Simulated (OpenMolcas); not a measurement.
**GaHCl2O (SMILES [OH][Ga]([Cl])[Cl]) at 6 levels**

Aim: a comparison of 6 runs (HF/def2-SVP, BHLYP/def2-SVP, BLYP/def2-SVP, PBE/def2-SVP, r2SCAN/def2-SVP, revPBE/def2-SVP) of GaHCl2O. 

The calculation is run with OpenMolcas 26.06.

1 further run of the same task is left out (set aside as unsound or not needed).

**1. The structure to begin with**

GaHCl2O has 5 atoms, charge 0, and is taken as a singlet. As SMILES, `[OH][Ga]([Cl])[Cl]`. The coordinates come from a PBE0-D4/def2-TZVP relaxation.

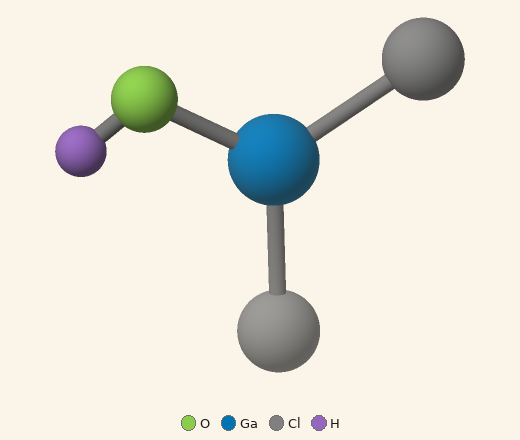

Viewed from a chosen angle; oxygen green, gallium blue, chlorine grey, hydrogen purple.

**2. Energy and forces at HF/def2-SVP (run 1)**

Input file job.input:

```
&gateway
  baslib=$CurrDir
  coord
  5
  angstrom
  O        0.254500       1.354600       0.245900
  Ga       0.118500      -0.394500       0.056800
  Cl       1.500000      -1.634900       1.057700
  Cl      -1.407900      -1.236300      -1.155800
  H       -0.415200       1.837400      -0.246000
  basis=def2-SVP
  group=NoSym

&seward

&scf
  thresholds=1e-10 1e-07 1e-07 1e-05
  prorbitals=0

&alaska
```

The basis set def2-SVP is read from a file made from the Basis Set Exchange's data (not shown).

Run with:

```
$ export MOLCAS_MEM=1860
$ pymolcas job.input > job.log
```

Standard output:

```text
--- Start Module: gateway ---
[...]
--- Stop Module: gateway /rc=_RC_ALL_IS_WELL_ ---
[...]
      Basis functions           87
[...]
--- Start Module: scf ---
[...]
       Convergence after  13 Iterations
[...]
::    Total SCF energy                              -2917.2479974988
[...]
      Total spin, S                                     0.0000000000
[...]
      Total electronic charge=   74.000000
      Total            charge=   -0.000000
[...]
      Dipole Moment (debye):
      Origin of the operator (angstrom)=    0.0965   -0.6677    0.0268
                   X= -1.0900E+00               Y=  9.2425E-01               Z= -7.9459E-01           Total=  1.6352E+00
      Quadrupole Moment (debye*angstrom):
[...]
--- Stop Module: scf /rc=_RC_ALL_IS_WELL_ ---
[...]
--- Start Module: alaska ---
[...]
 *              Molecular gradients               *
 **************************************************
  Irreducible representation: a
 ------------------------------------------------------------------------------------------
                              X                       Y                       Z
 ------------------------------------------------------------------------------------------
  O1                1.65972747329626E-02   -1.29432178047395E-03    1.27178700754182E-02
  GA2              -2.55994311795249E-03   -8.74133622017403E-03   -2.40122915422780E-03
  CL3              -4.42082427436574E-03    4.43904672985340E-03   -3.17943218488992E-03
  CL4               3.78545571017952E-03    1.56566589359031E-03    2.98656631810346E-03
  H5               -1.34019630507298E-02    4.03094537701598E-03   -1.01237750542542E-02
 ------------------------------------------------------------------------------------------
--- Stop Module: alaska /rc=_RC_ALL_IS_WELL_ ---
[...]
```

Run time: 6.9 s. Hardware: 1 thread of AMD EPYC 9R45 (Zen 5), shared host; peak memory 0.48 GiB.

**3. Energy and gradient at BHLYP/def2-SVP (run 2)**

Input file calc.inp:

```
>>> EXPORT MOLCAS_PRINT=2

&GATEWAY
 BASLIB
 $CurrDir
 COORD
 5
 angstrom
 O        0.254500       1.354600       0.245900
 Ga       0.118500      -0.394500       0.056800
 Cl       1.500000      -1.634900       1.057700
 Cl      -1.407900      -1.236300      -1.155800
 H       -0.415200       1.837400      -0.246000
 BASIS
 def2-SVP
 GROUP
 NoSym

&SEWARD
 GRIDINPUT
 Grid=UltraFine
 End of Grid

&SCF
 KSDFT
 HYB_GGA_XC_BHANDHLYP
 THRESHOLDS
 1e-10 1e-07 1e-07 1e-05
 PRORBITALS
 1 1

&ALASKA
```

The basis set def2-SVP is read from a file made from the Basis Set Exchange's data (not shown).

Run with:

```
$ export MOLCAS_MEM=1860
$ pymolcas calc.inp > calc.log
```

Standard output:

```text
--- Start Module: gateway ---
[...]
--- Stop Module: gateway /rc=_RC_ALL_IS_WELL_ ---
[...]
      Basis functions           87
[...]
--- Start Module: scf ---
[...]
       Convergence after  13 Iterations
[...]
::    Total KS-DFT energy                           -2920.5638735470
[...]
      Total spin, S                                     0.0000000000
[...]
      Total electronic charge=   74.000000
      Total            charge=   -0.000000
[...]
      Dipole Moment (debye):
      Origin of the operator (angstrom)=    0.0965   -0.6677    0.0268
                   X= -1.0168E+00               Y=  9.4611E-01               Z= -7.3711E-01           Total=  1.5724E+00
      Quadrupole Moment (debye*angstrom):
[...]
--- Stop Module: scf /rc=_RC_ALL_IS_WELL_ ---
[...]
--- Start Module: alaska ---
[...]
 *              Molecular gradients               *
 **************************************************
  Irreducible representation: a
 ------------------------------------------------------------------------------------------
                              X                       Y                       Z
 ------------------------------------------------------------------------------------------
  O1                6.14160806523767E-03    2.41714766468348E-03    4.85358228313437E-03
  GA2              -1.01390897975284E-03   -5.78883912884720E-03   -1.06792748483620E-03
  CL3              -2.14534510350717E-03    1.92877568152738E-03   -1.55414717145419E-03
  CL4               1.69605224004954E-03    6.94432341553863E-04    1.33967809817648E-03
  H5               -4.67840622178439E-03    7.48483440984771E-04   -3.57118572518589E-03
 ------------------------------------------------------------------------------------------
--- Stop Module: alaska /rc=_RC_ALL_IS_WELL_ ---
[...]
```

Run time: 14 s. Hardware: 1 thread of AMD EPYC 9R45 (Zen 5), shared host; peak memory 0.48 GiB.

Runs 3 to 5 aren't shown in full; the table further down has their settings and results.

**4. Energy and gradient at revPBE/def2-SVP (run 6)**

Input file mol.xyz:

```xyz
5

O      0.254500     1.354600     0.245900
Ga     0.118500    -0.394500     0.056800
Cl     1.500000    -1.634900     1.057700
Cl    -1.407900    -1.236300    -1.155800
H     -0.415200     1.837400    -0.246000
```

Input file mol.input:

```
>>> EXPORT MOLCAS_PRINT=2

&gateway
  baslib
  $CurrDir
  coord
  mol.xyz
  basis
  def2-SVP
  group
  NoSym

&seward
  gridinput
  Grid=UltraFine
  End of Grid

&scf
  ksdft
  revPBE
  thresholds
  1e-10 1e-07 1e-07 1e-05
  prorbitals
  1 2

&alaska
```

The basis set def2-SVP is read from a file made from the Basis Set Exchange's data (not shown).

Run with:

```
$ export MOLCAS_MEM=1860
$ pymolcas mol.input > mol.log
```

Standard output:

```text
--- Start Module: gateway ---
[...]
--- Stop Module: gateway /rc=_RC_ALL_IS_WELL_ ---
[...]
      Basis functions           87
[...]
--- Start Module: scf ---
[...]
       Convergence after  18 Iterations
[...]
::    Total KS-DFT energy                           -2920.2852046202
[...]
      Total spin, S                                     0.0000000000
[...]
      Total electronic charge=   74.000000
      Total            charge=   -0.000000
[...]
      Dipole Moment (debye):
      Origin of the operator (angstrom)=    0.0965   -0.6677    0.0268
                   X= -8.9449E-01               Y=  1.1079E+00               Z= -6.3511E-01           Total=  1.5591E+00
      Quadrupole Moment (debye*angstrom):
[...]
--- Stop Module: scf /rc=_RC_ALL_IS_WELL_ ---
[...]
--- Start Module: alaska ---
[...]
 *              Molecular gradients               *
 **************************************************
  Irreducible representation: a
 ------------------------------------------------------------------------------------------
                              X                       Y                       Z
 ------------------------------------------------------------------------------------------
  O1               -1.22609175566772E-02   -8.19832756581462E-03   -9.81575559636561E-03
  GA2               1.31259770388048E-03    2.24993624472525E-03    1.11361089329243E-03
  CL3              -8.92233451306623E-03    7.52246100432430E-03   -6.48879900171906E-03
  CL4               9.51045846549903E-03    5.41827123491245E-03    7.56696889521891E-03
  H5                1.03601959003470E-02   -6.99234091805767E-03    7.62397480962473E-03
 ------------------------------------------------------------------------------------------
--- Stop Module: alaska /rc=_RC_ALL_IS_WELL_ ---
[...]
```

Run time: 17 s. Hardware: 1 thread of AMD EPYC 9R45 (Zen 5), shared host; peak memory 0.48 GiB.

**5. All runs side by side**

```
run            level  integration grid   energy (Eh)  dipole moment (D)  HOMO energy (eV)  LUMO energy (eV)  wall time
  1      HF/def2-SVP                 –  -2917.247997               1.64            -12.64              2.07      6.9 s
  2   BHLYP/def2-SVP         UltraFine  -2920.563874               1.57            -10.48             -0.43       14 s
  3    BLYP/def2-SVP         UltraFine  -2920.666804               1.52             -7.42             -2.19       16 s
  4     PBE/def2-SVP         UltraFine  -2919.875450               1.56             -7.62             -2.30       16 s
  5  r2SCAN/def2-SVP         UltraFine  -2920.528561               1.62             -8.10             -2.06       19 s
  6  revPBE/def2-SVP         UltraFine  -2920.285205               1.56             -7.58             -2.20       17 s
```

**6. Outcome**

```
                       quantity           value
            run 6: total energy  -2920.28520 Eh
           run 6: dipole moment          1.56 D
             run 6: HOMO energy        -7.58 eV
             run 6: LUMO energy        -2.20 eV
           run 6: HOMO–LUMO gap         5.38 eV
run 6: largest force on an atom      0.911 eV/Å
```

In words: The dipole moment (its size) runs from 1.52 D (BLYP/def2-SVP) to 1.64 D (HF/def2-SVP). The HOMO–LUMO gap runs from 5.22 eV (BLYP/def2-SVP) to 14.70 eV (HF/def2-SVP). Exact exchange widens orbital gaps. Totals of different functionals can't be ranked against each other. All runs together took 88 s, the longest 19 s.
